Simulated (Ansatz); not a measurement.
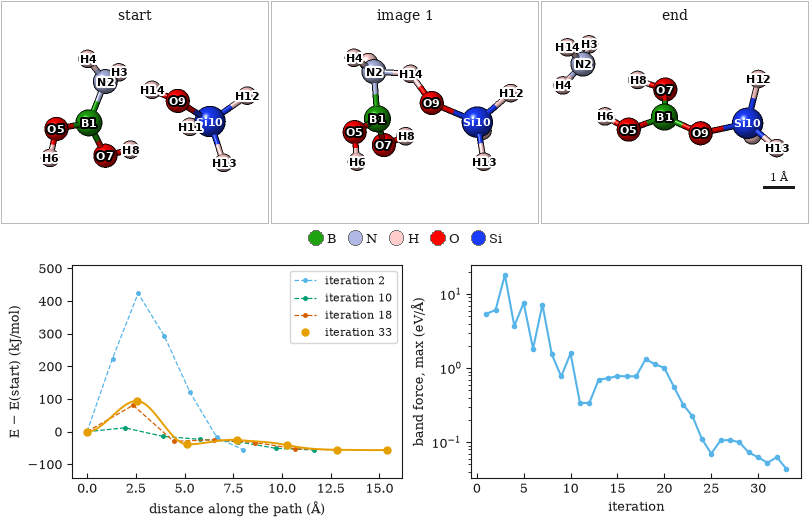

A search for the minimum-energy path of BSiNH$_{8}$O$_{3}$ by the nudged elastic band. Images are numbered from 0 (start) to 6 (end). The plot follows the band through its iterations. Style: ball-and-stick. Shown face on.

The calculation used RKS CAM-B3LYP-D4/6-31G* in Ansatz.

Input
```yaml
crystal:
  periodic: [false, false, false]
  atoms:
    - { symbol: B, position_ang: [0.228207, -0.537355, 0.175703] }
    - { symbol: "N", position_ang: [0.007121, -0.200651, 1.561449] }
    - { symbol: H, position_ang: [-0.902684, -0.36516, 1.972547] }
    - { symbol: H, position_ang: [0.751737, -0.446921, 2.201457] }
    - { symbol: O, position_ang: [1.493146, -0.882992, -0.193914] }
    - { symbol: H, position_ang: [1.556628, -0.982055, -1.152918] }
    - { symbol: O, position_ang: [-0.754233, -0.471832, -0.774381] }
    - { symbol: H, position_ang: [-1.59213, -0.110026, -0.458144] }
    - { symbol: O, position_ang: [-0.259992, 2.580999, 1.034756] }
    - { symbol: Si, position_ang: [-1.813751, 2.809099, 0.56333] }
    - { symbol: H, position_ang: [-2.531776, 1.494519, 0.446734] }
    - { symbol: H, position_ang: [-2.598238, 3.621115, 1.529962] }
    - { symbol: H, position_ang: [-1.872347, 3.468952, -0.762658] }
    - { symbol: H, position_ang: [-0.032389, 1.675408, 1.344176] }
basis:
  gaussian: { orbitals: "6-31G*" }
hamiltonian:
  xc: cam_b3lyp
  dispersion: d4
neb:
  order_check: false
  images: 5
  f_tol: 0.05
  max_iterations: 60
  initial_path: linear
  final_atoms:
    - { symbol: B, position_ang: [-0.30266189, 1.23637275, -0.16844572] }
    - { symbol: "N", position_ang: [0.51044948, -1.41647781, 2.04146225] }
    - { symbol: H, position_ang: [-0.10528984, -1.64219282, 2.8203472] }
    - { symbol: H, position_ang: [0.60434785, -2.26887, 1.49298972] }
    - { symbol: O, position_ang: [0.87888822, 0.70776638, -0.6242657] }
    - { symbol: H, position_ang: [1.15957578, -0.0294053, -0.06784178] }
    - { symbol: O, position_ang: [-0.96553328, 0.76319943, 0.9249671] }
    - { symbol: H, position_ang: [-0.49789747, 0.00770197, 1.3427426] }
    - { symbol: O, position_ang: [-0.82604055, 2.29280421, -0.86199623] }
    - { symbol: Si, position_ang: [-2.22885778, 3.10256527, -0.52344923] }
    - { symbol: H, position_ang: [-3.41356684, 2.21041266, -0.59837133] }
    - { symbol: H, position_ang: [-2.18778047, 3.74351658, 0.81540356] }
    - { symbol: H, position_ang: [-2.36975075, 4.16256876, -1.55056601] }
    - { symbol: H, position_ang: [1.42341655, -1.21686206, 2.44512258] }
```

Run as
```bash
ansatz run input.yaml --threads 4 --pin off --max-ram 5120MiB --backend cpu --events-out ev --progress --plain --runs-dir out
```

Judge this run.

The run is converged, with reservations. The band converged in 33 iterations. The largest component of the band force went from 5.4 to 0.044 eV/Å. The climbing image converged on the top of the path. Its curvatures weren't checked. The straight starting path can push atoms close together and costs iterations. The first iteration put the highest image at 665.2 kJ/mol. Forward barrier 94.2 kJ/mol, backward barrier 150.0 kJ/mol, with image 1 at the top; the reaction energy is −55.8 kJ/mol. The profile has 2 maxima (images 1, 3) with a dip at image 2 (−38.6 kJ/mol), so the process runs in steps.
